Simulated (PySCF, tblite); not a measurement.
# C₅H₉Al: geometry, infrared bands and NMR shifts

What infrared bands and NMR shifts should C₅H₉Al (`C=[C]1CC[CH2][AlH]1`) show?

The runs use tblite 0.8.0 and PySCF 2.14.0, with density-fitted response routines of our own; the level of theory stands in each step. All values are computed, except where a source is named. Atoms count from 0, in the outputs and in this text.

## 1. The starting structure

15 atoms, charge 0, multiplicity 1; geometry from: force field or distance geometry start.

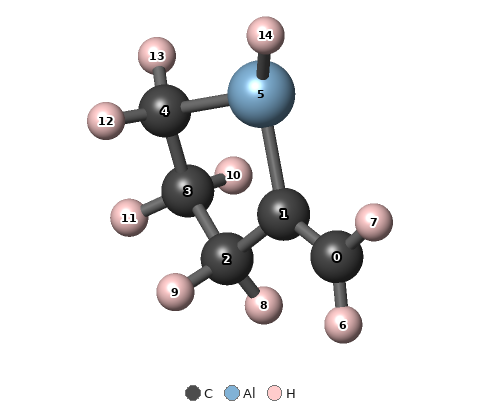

As it starts; carbon dark grey, aluminium light blue, hydrogen pink, atoms numbered.

## 2. Relaxing the molecule with GFN2-xTB

What the job is given:

```
{"job": {"kind": "relax", "xc": "GFN2-xTB", "basis": "xTB"}, "charge": 0, "multiplicity": 1}
C      2.379500     0.167200    -0.027200
C      1.033000     0.149800    -0.105400
C      0.232700    -1.095200     0.145400
C     -1.236000    -0.822200    -0.284300
C     -1.656600     0.595200     0.099800
Al    -0.089800     1.699500    -0.345500
H      2.930900    -0.737600     0.159600
H      2.920000     1.105200    -0.155100
H      0.639400    -1.949500    -0.436700
H      0.254300    -1.343100     1.229000
H     -1.330300    -0.964400    -1.378600
H     -1.914200    -1.567000     0.215500
H     -1.856300     0.665100     1.193700
H     -2.551200     0.912000    -0.478700
H      0.240200     3.193000     0.146500
```

The run is started by

```bash
$ OMP_NUM_THREADS=1 python probes_run.py task.json out
```

The driver reads the jobs from task.json and runs them one after another.

Log:

```text
step      E/eV     max force
  0    -442.70239    2.081
  1    -442.81169    1.544
  2    -442.89790    1.023
  3    -442.99086    0.890
  4    -443.05962    0.636
  5    -443.09201    0.379
  6    -443.11084    0.375
  7    -443.12729    0.383
  8    -443.13954    0.340
  9    -443.14773    0.221
 10    -443.15526    0.205
 11    -443.16386    0.253
 12    -443.17280    0.323
 13    -443.18041    0.261
 14    -443.18607    0.192
 15    -443.19101    0.195
 16    -443.19697    0.248
 17    -443.20403    0.291
 18    -443.21056    0.231
 19    -443.21589    0.207
 20    -443.22093    0.220
 21    -443.22648    0.219
 22    -443.23164    0.155
 23    -443.23520    0.141
 24    -443.23762    0.121
 25    -443.24004    0.140
 26    -443.24330    0.171
 27    -443.24703    0.166
 28    -443.25008    0.127
 29    -443.25227    0.127
 30    -443.25431    0.117
 31    -443.25650    0.124
 32    -443.25856    0.110
 33    -443.26011    0.091
 34    -443.26125    0.077
 35    -443.26232    0.073
 36    -443.26342    0.079
 37    -443.26424    0.066
 38    -443.26472    0.054
 39    -443.26507    0.052
 40    -443.26544    0.047
 41    -443.26587    0.061
 42    -443.26637    0.061
 43    -443.26688    0.065
 44    -443.26743    0.061
 45    -443.26797    0.050
 46    -443.26843    0.052
 47    -443.26875    0.035
 48    -443.26902    0.036
 49    -443.26925    0.037
 50    -443.26945    0.035
 51    -443.26961    0.029
 52    -443.26974    0.025
 53    -443.26985    0.024
 54    -443.26994    0.025
 55    -443.27002    0.021
 56    -443.27009    0.020
 57    -443.27016    0.017
 58    -443.27024    0.026
 59    -443.27032    0.030
 60    -443.27040    0.021
 61    -443.27048    0.027
 62    -443.27056    0.025
 63    -443.27065    0.030
 64    -443.27076    0.035
 65    -443.27091    0.032
 66    -443.27107    0.031
 67    -443.27125    0.036
 68    -443.27142    0.038
 69    -443.27160    0.033
 70    -443.27178    0.028
 71    -443.27195    0.038
 72    -443.27211    0.045
 73    -443.27227    0.035
 74    -443.27240    0.022
 75    -443.27248    0.021
 76    -443.27255    0.025
 77    -443.27262    0.028
 78    -443.27270    0.020
 79    -443.27277    0.022
 80    -443.27285    0.026
 81    -443.27294    0.022
 82    -443.27304    0.023
 83    -443.27312    0.022
 84    -443.27316    0.012
 85    -443.27317    0.008
```

Wall time 0.81 s (1 thread of Arm Neoverse N1, shared host); peak memory 0.18 GiB.

Step by step: (not every step is listed)

```
step  energy from step 0 (eV)  largest force (eV/Å)
   0                   0.0000                2.0806
   1                  -0.1093                1.5441
   2                  -0.1955                1.0228
   3                  -0.2885                0.8903
   4                  -0.3572                0.6363
   5                  -0.3896                0.3786
   6                  -0.4085                0.3751
   7                  -0.4249                0.3827
   8                  -0.4372                0.3396
  15                  -0.4886                0.1948
  22                  -0.5293                0.1552
  29                  -0.5499                0.1265
  36                  -0.5610                0.0793
  43                  -0.5645                0.0652
  50                  -0.5671                0.0348
  57                  -0.5678                0.0169
  64                  -0.5684                0.0349
  71                  -0.5696                0.0381
  78                  -0.5703                0.0203
  80                  -0.5705                0.0262
  81                  -0.5706                0.0220
  82                  -0.5707                0.0231
  83                  -0.5707                0.0222
  84                  -0.5708                0.0123
  85                  -0.5708                0.0081
```

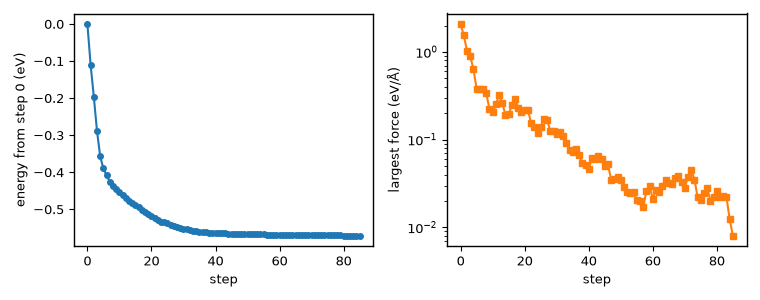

Energy and largest force along the relaxation.

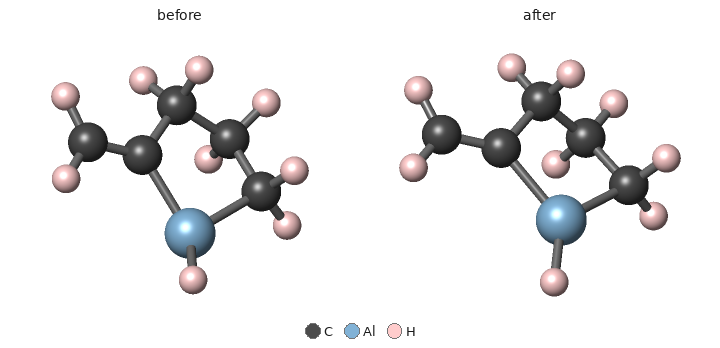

The geometry before (left) and after (right).

Close pairs (by a distance rule), those that changed most:

```
   bond  before (Å)  after (Å)  change (Å)
Al5–H14       1.607      1.543      -0.064
 C1–Al5       1.929      1.981      +0.052
 C3–H11       1.124      1.094      -0.031
 C4–Al5       1.968      1.996      +0.028
  C3–C4       1.528      1.548      +0.020
  C0–C1       1.349      1.330      -0.019
  C1–C2       1.501      1.519      +0.018
  C2–H8       1.111      1.093      -0.017
```

The next job starts from the end point, and lists it.

## 3. Vibrational analysis with GFN2-xTB

What the job is given:

```
{"job": {"kind": "ir", "xc": "GFN2-xTB", "basis": "xTB"}, "charge": 0, "multiplicity": 1}
C      2.454217     0.046730    -0.164432
C      1.146194     0.202436     0.020922
C      0.228391    -0.975474     0.299678
C     -1.150682    -0.734099    -0.339333
C     -1.789246     0.581377     0.168285
Al    -0.145388     1.704343     0.028466
H      2.939859    -0.921967    -0.127544
H      3.102247     0.888525    -0.356369
H      0.652317    -1.916566    -0.061113
H      0.097624    -1.061238     1.383855
H     -1.014619    -0.671475    -1.424475
H     -1.798851    -1.592168    -0.138418
H     -2.155613     0.422853     1.192050
H     -2.678562     0.811682    -0.428308
H      0.107699     3.223031    -0.075175
```

Log:

```text
mode    cm-1     km/mol
  1      84.3      0.43
  2     194.3      0.52
  3     222.3      2.69
  4     295.1      1.64
  5     309.7     18.53
  6     411.1     48.54
  7     434.7     20.01
  8     497.6    177.43
  9     568.8     67.93
 10     587.1     35.80
 11     659.7    152.79
 12     682.1     71.41
 13     829.1      1.01
 14     883.8      3.60
 15     904.4     23.49
 16     934.2      6.21
 17     954.1      6.62
 18    1049.4     10.36
 19    1077.9      0.56
 20    1096.2      2.42
 21    1147.7      5.11
 22    1208.8      0.10
 23    1243.3      1.33
 24    1303.7      0.53
 25    1329.2      2.86
 26    1415.3      0.37
 27    1454.6      1.85
 28    1460.6      1.43
 29    1490.5      0.44
 30    1654.7      2.18
 31    1808.9    571.95
 32    2878.3     21.78
 33    2915.5     10.80
 34    2920.9     49.68
 35    2924.8     63.35
 36    2940.3     44.03
 37    2950.6     93.11
 38    3014.5     77.15
 39    3074.1     38.54
```

It took 0.68 s on 1 thread of Arm Neoverse N1, shared host; peak memory 0.18 GiB.

The strongest bands and the atoms that carry them (share of the mass-weighted mode):

```
cm⁻¹  km/mol                                  atoms
 498   177.4                               H14 78 %
 569    67.9   Al5 22 %, C1 16 %, H12 11 %, C4 10 %
 660   152.8   C4 20 %, Al5 17 %, H7 16 %, H13 12 %
 682    71.4                       H7 29 %, H6 21 %
1809   572.0                               H14 95 %
2925    63.4  H10 30 %, H13 25 %, H11 20 %, H9 14 %
2951    93.1                      H8 68 %, H11 17 %
3014    77.2                                H6 92 %
```

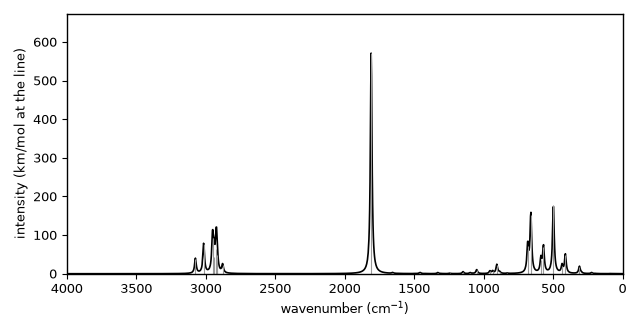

The infrared spectrum from these modes, unscaled. Lines are broadened to a width of 14 cm⁻¹ (Lorentzian).

## 4. NMR shieldings: PBE0/pcSseg-1

The job, as its differences from that of step 3:

```diff
@@ -1,2 +1,2 @@
-{"job": {"kind": "ir", "xc": "GFN2-xTB", "basis": "xTB"}, "charge": 0, "multiplicity": 1}
+{"job": {"kind": "nmr", "xc": "PBE0", "basis": "pcSseg-1"}, "charge": 0, "multiplicity": 1}
 C      2.454217     0.046730    -0.164432
```

With the program's defaults for keys left out, this is: GIAO PBE0/pcSseg-1 NMR shielding, non-relativistic, gas phase.

Log:

```text
coarse grid: 12640 points
cycle   1  E = -437.8453074399  dE =  5.097e-01  |g| = 4.767e-01  |ddm| = 3.460e+00
cycle   2  E = -437.8133837618  dE =  3.192e-02  |g| = 5.906e-01  |ddm| = 9.844e-01
cycle   3  E = -437.9099519091  dE = -9.657e-02  |g| = 6.543e-02  |ddm| = 6.120e-01
cycle   4  E = -437.9105980869  dE = -6.462e-04  |g| = 4.302e-02  |ddm| = 9.343e-02
cycle   5  E = -437.9110764659  dE = -4.784e-04  |g| = 6.541e-03  |ddm| = 3.714e-02
cycle   6  E = -437.9110866668  dE = -1.020e-05  |g| = 1.756e-03  |ddm| = 7.166e-03
cycle   7  E = -437.9110874475  dE = -7.808e-07  |g| = 3.905e-04  |ddm| = 2.113e-03
final grid: 116280 points
cycle   8  E = -437.9476910395  dE = -2.536e-05  |g| = 7.733e-03  |ddm| = 2.573e-02
cycle   9  E = -437.9476824694  dE =  8.570e-06  |g| = 9.582e-03  |ddm| = 1.591e-02
cycle  10  E = -437.9477073355  dE = -2.487e-05  |g| = 9.986e-04  |ddm| = 9.156e-03
cycle  11  E = -437.9477075650  dE = -2.295e-07  |g| = 2.946e-04  |ddm| = 9.932e-04
cycle  12  E = -437.9477075875  dE = -2.246e-08  |g| = 5.447e-05  |ddm| = 2.757e-04
cycle  13  E = -437.9477075880  dE = -5.700e-10  |g| = 2.402e-05  |ddm| = 7.007e-05
converged SCF energy = -437.9477075880

GIAO shielding tensors (ppm)
atom      isotropic    diamagn.    paramagn.     s11        s22        s33       span
  0 C       51.704     251.473    -199.769    -61.140     64.330    151.924    213.064
  1 C       17.257     260.123    -242.866    -91.857    -25.487    169.115    260.972
  2 C      138.536     247.938    -109.402    124.579    139.775    151.255     26.677
  3 C      154.768     248.656     -93.889    142.876    154.723    166.703     23.827
  4 C      171.023     250.758     -79.735    158.788    169.563    184.718     25.930
  5 Al     275.852     795.737    -519.885    200.471    292.192    334.893    134.422
  6 H       25.217      30.211      -4.994     22.163     24.626     28.862      6.699
  7 H       25.622      29.417      -3.795     22.718     24.385     29.764      7.046
  8 H       29.142      32.075      -2.933     25.290     28.391     33.745      8.455
  9 H       29.529      31.371      -1.842     25.749     28.726     34.113      8.364
 10 H       30.488      31.725      -1.237     25.921     29.312     36.231     10.310
 11 H       29.122      30.453      -1.331     23.616     28.130     35.621     12.005
 12 H       31.082      30.286       0.795     26.581     28.981     37.683     11.102
 13 H       30.616      29.656       0.960     25.995     28.487     37.366     11.371
 14 H       25.962      28.594      -2.632     23.536     23.566     30.783      7.247
```

Wall time 41 s (1 thread of Arm Neoverse N1, shared host); peak memory 0.72 GiB.

Shifts follow as δ = σ(reference) − σ, with reference shieldings (ppm) from runs at the same level and on the same kind of geometry: 1H TMS 31.72, 13C TMS 186.9, 27Al AlH4- 490.0. The references are single molecules in the gas phase. Shifts against hydride references such as AlH4− lie on their own scale. Atoms listed in one row are averaged.

```
   atoms                                                   environment  σ (ppm)  δ (ppm)
      C1                               fully substituted alkene carbon     17.3    169.7
      C0                                          terminal =CH2 carbon     51.7    135.2
      C2                                               allylic sp3 CH2    138.5     48.4
      C3                                             sp3 CH2 in a ring    154.8     32.2
      C4                                          sp3 CH2 bonded to Al    171.0     15.9
      H6                            hydrogen on a terminal =CH2 carbon    25.22     6.50
      H7                            hydrogen on a terminal =CH2 carbon    25.62     6.09
     H14  hydrogen on an aluminium bonded to 2 C, in a 5-membered ring    25.96     5.76
  H8, H9                                hydrogen on an allylic sp3 CH2    29.34     2.38
H10, H11                              hydrogen on an sp3 CH2 in a ring    29.81     1.91
H12, H13                           hydrogen on an sp3 CH2 bonded to Al    30.85     0.87
     Al5              aluminium bonded to 2 C, H, in a 5-membered ring    275.9    214.1
```

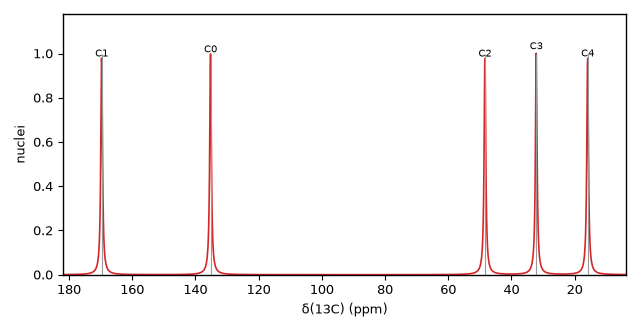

13C lines at the computed shifts, without couplings. Lines are broadened to a width of 0.62 ppm (Lorentzian).

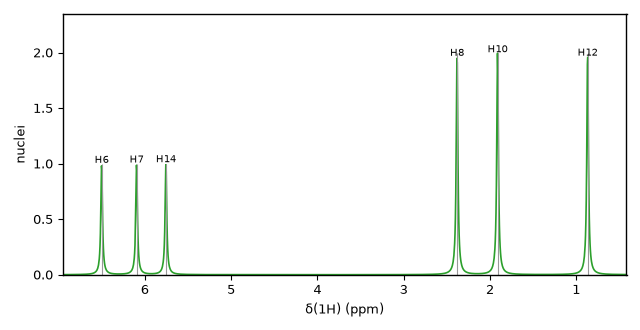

1H lines at the computed shifts, without couplings. Lines are broadened to a width of 0.02 ppm (Lorentzian).

The run also stored atomic charges by several schemes (e):

```
atoms  Mulliken    IAO  Hirshfeld  ESP fit
   C0     -0.09  -0.29      -0.10    -0.52
   C1     -0.58  -0.31      -0.15    -0.13
   C2     -0.15  -0.26      -0.08    -0.18
   C3     -0.24  -0.25      -0.08     0.32
   C4     -0.59  -0.61      -0.22    -0.62
  Al5      0.89   0.84       0.53     0.77
```

Mulliken charges:

C0 -0.09; C1 -0.58; C2 -0.15; C3 -0.24; C4 -0.59; Al5 0.89; H6 0.10; H7 0.11; H8 0.12; H9 0.13; H10 0.12; H11 0.12; H12 0.13; H13 0.13; H14 -0.20

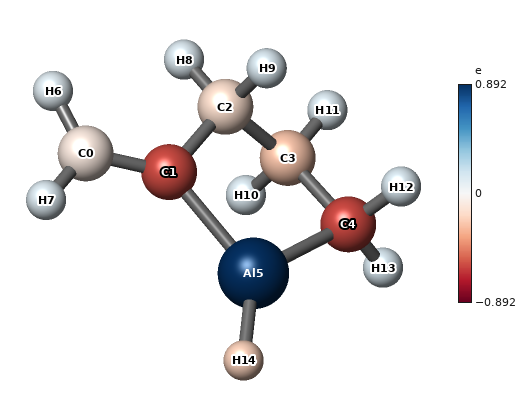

Mulliken charges, as colours on the atoms.

Mayer bond orders: C0–C1 2.00, C1–C2 0.98, C2–C3 1.02, C3–C4 0.99, C4–Al5 0.87, Al5–C1 0.82.

Ring of atoms C1, C2, C3, C4, Al5: NICS(0) -1.2, NICS(1) -2.5, NICS(1)zz -0.9 ppm (means of both faces).

Orbitals, density, ELF and potential are computed afterwards from the orbital file.

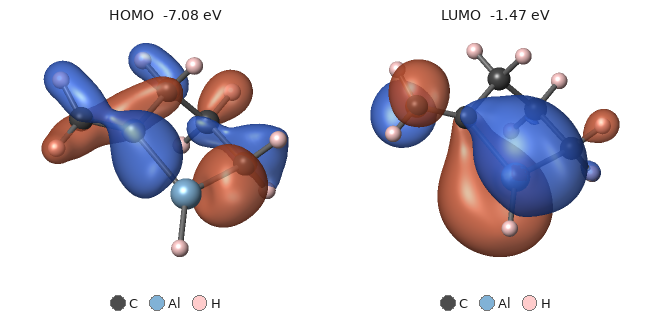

PBE0/pcSseg-1 orbitals near the gap, drawn at the value that encloses 70 % of each; the two colours are the two signs.

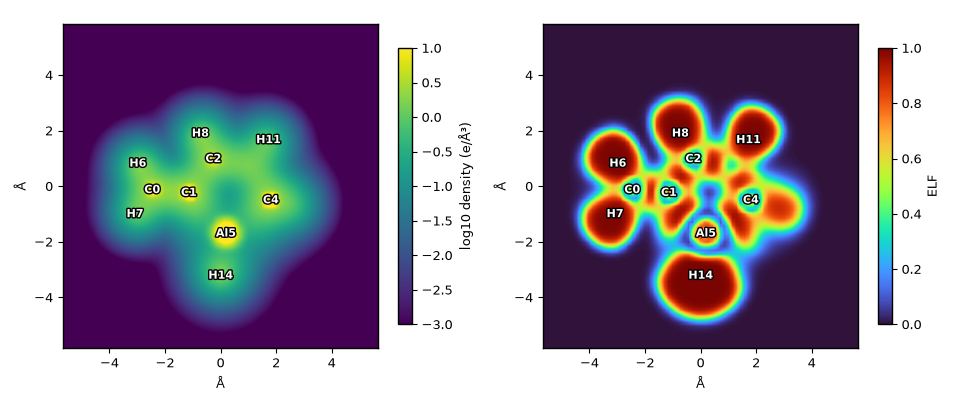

Density (left) and ELF (right) in a plane through or near 10 of the atoms.

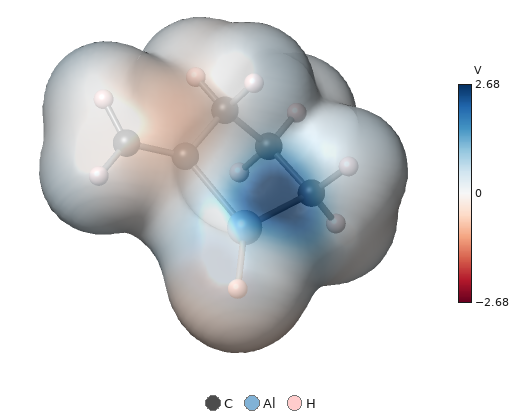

Electrostatic potential on the surface of density 0.002 e/bohr³; red is low, blue high. It runs from -0.68 V near C0 to 2.68 V near Al5.

## 5. Outcome

| quantity | value |
| --- | --- |
| strongest single infrared mode (GFN2-xTB) | 1809 cm⁻¹, 572 km/mol |
| zero-point energy (GFN2-xTB) | 74.1 kcal/mol |
| 13C shifts against TMS (PBE0/pcSseg-1) | 169.7, 135.2, 48.4, 32.2, 15.9 ppm |
| 1H shifts against TMS (PBE0/pcSseg-1, means over atoms taken as alike) | 6.50, 6.09, 5.76, 2.38, 1.91, 0.87 ppm |
| 27Al shifts against AlH4- (PBE0/pcSseg-1) | 214.1 ppm |
| surface potential, least and greatest | -0.68 V and 2.68 V |

What this shows: Relaxing lowered the energy by 0.571 eV in 85 steps; the close pair that moved most is Al5–H14, from 1.607 to 1.543 Å. No mode is imaginary among the 39: a minimum at this level. The strongest single mode, at 1809 cm⁻¹, moves mainly H14. GFN2-xTB is a fitted tight-binding method: band positions and strengths are rough. Its intensities can rank the bands wrongly. At PBE0/pcSseg-1: The largest span, 261 ppm, is at C1, where the paramagnetic term is -243 ppm. At PBE0/pcSseg-1, counted by nearest atom on the grid, the HOMO lies on C1 26 %; C4 20 %, the LUMO on Al5 44 %; H14 14 %.
